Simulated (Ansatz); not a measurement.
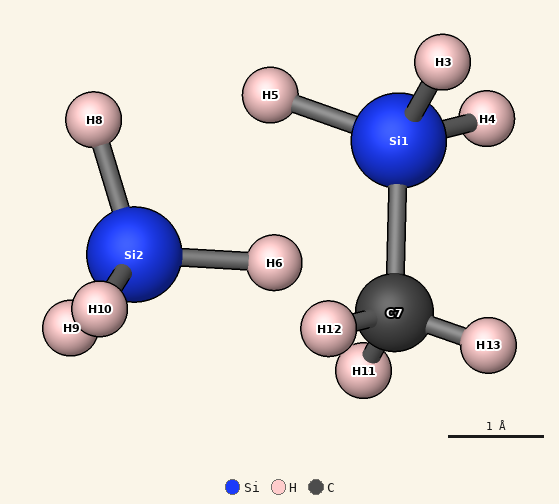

The structure as given in the input (ball-and-stick view, seen at a tilt; atoms are numbered from 1 in the order of the input). Bond lengths as drawn: C–H 1.09 Å, C–Si 1.87 Å and H–Si 1.48 to 1.49 Å.

**Run report: CH10Si2, single-point calculation**

System: CH10Si2.
Method: RKS PBE0-D4/def2-TZVPP (Ansatz 0.2.0).

The geometry is the product side of a reaction. The reaction was set up to form Si1–C7 and Si2–H6 and to break Si1–Si2 and H6–C7 (atoms counted from 1 in the order of the input); sticks are drawn by distance alone. The geometry comes from this level: PBE0-D4/def2-TZVP.

Input:
```yaml
crystal:
  periodic: [false, false, false]
  atoms:
    - {symbol: Si, position_ang: [-0.857687, 1.310819, 0.708688]}
    - {symbol: Si, position_ang: [1.813662, -1.677655, 0.142155]}
    - {symbol: H, position_ang: [-1.218903, 2.734589, 0.947747]}
    - {symbol: H, position_ang: [-1.474492, 0.485401, 1.781745]}
    - {symbol: H, position_ang: [0.622077, 1.187732, 0.822961]}
    - {symbol: H, position_ang: [0.434526, -1.838508, 0.670367]}
    - {symbol: C, position_ang: [-1.441562, 0.756237, -0.978987]}
    - {symbol: H, position_ang: [2.660947, -1.003802, 1.156654]}
    - {symbol: H, position_ang: [2.377206, -3.016981, -0.166159]}
    - {symbol: H, position_ang: [1.772881, -0.863694, -1.099084]}
    - {symbol: H, position_ang: [-1.188940, -0.291836, -1.152587]}
    - {symbol: H, position_ang: [-0.974685, 1.353150, -1.765665]}
    - {symbol: H, position_ang: [-2.524930, 0.864449, -1.067634]}
basis:
  gaussian: {orbitals: def2-TZVPP}
hamiltonian: {xc: pbe0, dispersion: d4}
output: {orbitals: {seedname: orbitals}}
```

Launched with:
```bash
ansatz run in.yaml --threads 4 --pin off --events-out ev --progress --plain --max-ram 9574MiB
```

Output:
```
Functional definition: PBE0
  name "PBE0"
  cite "Adamo & Barone, J. Chem. Phys. 110, 6158 (1999) doi:10.1063/1.478522"
  cite "Perdew, Burke & Ernzerhof, Phys. Rev. Lett. 77, 3865 (1996) doi:10.1103/PhysRevLett.77.3865"
  parent pbe
  parameter a = 0.25
  parameter kappa = 0.804
  parameter beta = 0.06672455060314922
  exchange = (1 - a)*pbe_x(kappa = kappa, mu = beta*pi^2/3) + a*exact_x
  correlation = pbe_c(beta = beta)
1352 factors; their error is unknown
mean field evaluation 1: about -16942.4306 eV, gradient 4.7e1 eV
mean field evaluation 2: about -16940.7801 eV, gradient 5.0e1 eV
mean field evaluation 4: about -16947.4575 eV, gradient 8.3e-1 eV
mean field evaluation 8: about -16947.4833 eV, gradient 2.8e-1 eV
mean field -16947.48342180 eV, -622.8085283343 hartree, gradient 4.2e-5 eV, S^2 0.000000; 0 other end points of the search recorded, 0 dependent functions left out
reference -16947.48346092 eV, -622.8085297720 hartree; 22, 22 occupied and 233, 233 virtual orbitals, 1352 factors
Total energy: -16947.66351579 eV, -622.8151466662 hartree
```

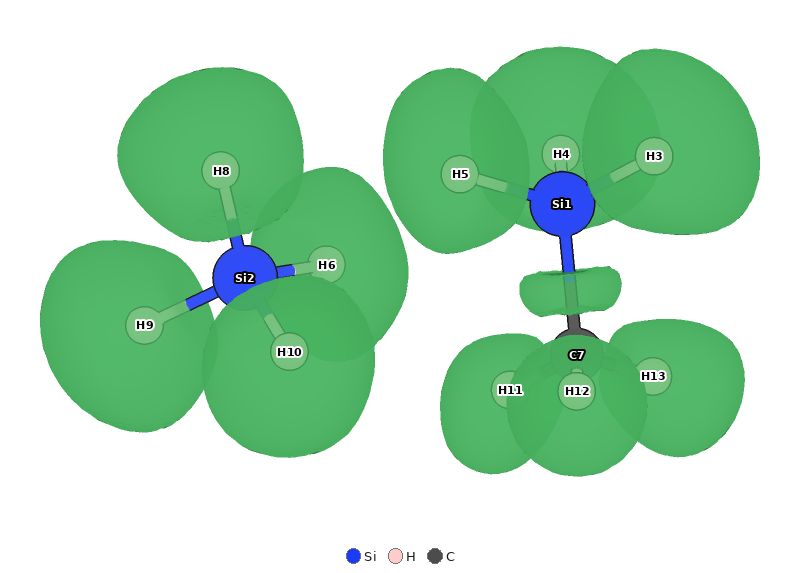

Isosurface of the electron localisation function at 0.8 (green), seen face on. Only the valence region is drawn (cores and ρ < 0.01 e/Å³ removed). Along the contacts the grid gives the following. Si1···Si2 (4.05 Å): the ELF is only about 0 between them; a non-bonded, intermolecular contact.

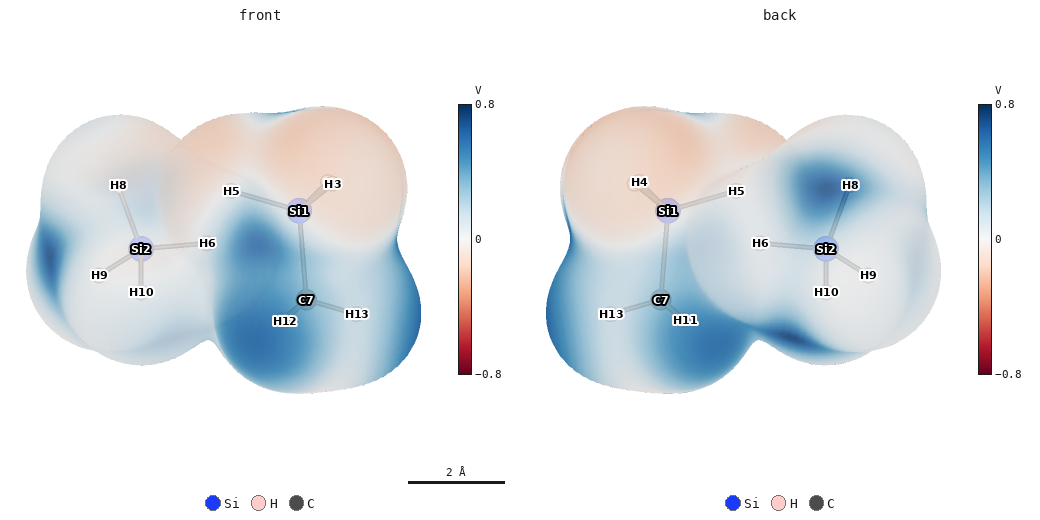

The molecular electrostatic potential painted on the density surface at 0.001 e/bohr³, seen at a tilt and from behind; red is negative and blue positive.

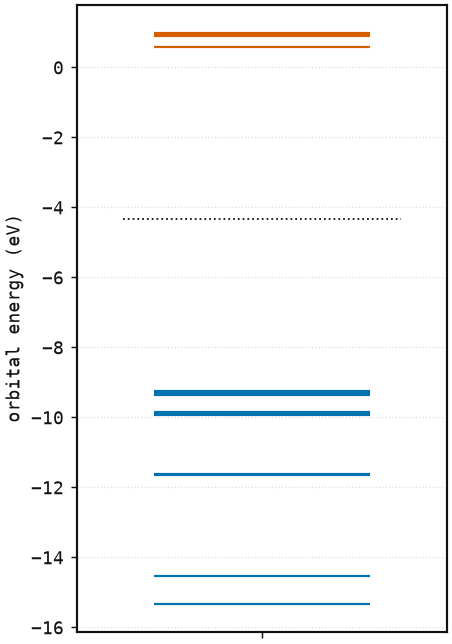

Orbital energies near the frontier; the dotted line parts filled from empty levels, and levels within 0.02 eV of each other stand side by side. Highest filled −9.24 eV, lowest empty 0.60 eV, 9.84 eV apart.

Key numbers:

- outcome: converged
- total energy: −16947.6635 eV
- mean-field energy: −16947.4835 eV
- dispersion energy: −0.1801 eV
- SCF solution under orbital rotations: stable
- HOMO: −9.24 eV
- LUMO: 0.60 eV
- hardware: 4 threads of AMD EPYC, 63 GiB of memory available, shared host
- wall time: 2.5 s (CPU time 8.7 s)
- peak memory: 0.57 GiB
